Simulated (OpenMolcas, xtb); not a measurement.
CH5BFNO (SMILES COB(N)F): the vertical ionisation energy, rung by rung

CH5BFNO has 10 atoms, charge 0, and is taken as a singlet. As SMILES, `COB(N)F`. The coordinates come from a PBE0-D4/def2-TZVP relaxation. This is one conformer, not always the lowest.

Each level gives the vertical ionisation energy (to the doublet cation) (eV). The values are calculated.

```
         level            kind     program  value (eV)  CPU time (all runs)
      GFN2-xTB  semi-empirical         xtb       14.87            under 2 s
    HF/cc-pVDZ    Hartree–Fock  OpenMolcas        9.40                 27 s
 SVWN5/cc-pVDZ             LDA  OpenMolcas        9.92              1.7 min
revPBE/cc-pVDZ             GGA  OpenMolcas        9.66              3.3 min
 M06-L/cc-pVDZ        meta-GGA  OpenMolcas        9.90              5.5 min
r2SCAN/cc-pVDZ        meta-GGA  OpenMolcas        9.90              4.5 min
 B3LYP/cc-pVDZ   global hybrid  OpenMolcas       10.06              3.3 min
```

The values span 9.40 to 14.87 eV. The xTB values lack the empirical shift that such differences need. Times are those of the runs behind each value, whatever else they computed, on shared processors of several kinds: orders of magnitude only.

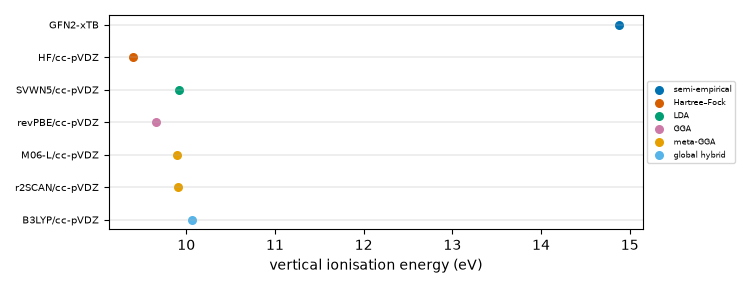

The values of the table, level by level.
